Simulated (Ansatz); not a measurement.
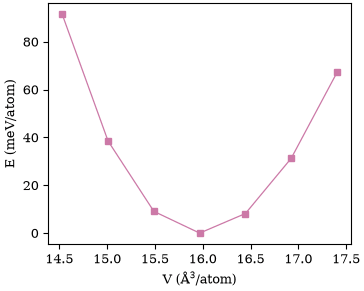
Figure. NbP in space group I4_1md (No. 109; Nb on 4a, P on 4a) under volume change, the program Ansatz at the r²SCAN level (PAW), shape and atoms relaxed at each volume.

What does a third-order Birch–Murnaghan fit give for V₀, B₀ and B′?

V₀ = 15.97 Å³/atom, B₀ = 193 GPa, B′ = 4.1.

The cell was relaxed with r²SCAN under the symmetry of its start. No spin polarisation was allowed.

Potentials: the earlier of the program's two PAW sets. The files were generated under PBE; for other functionals the program regenerates the frozen cores, and for LDA and PBEsol the local potential too.
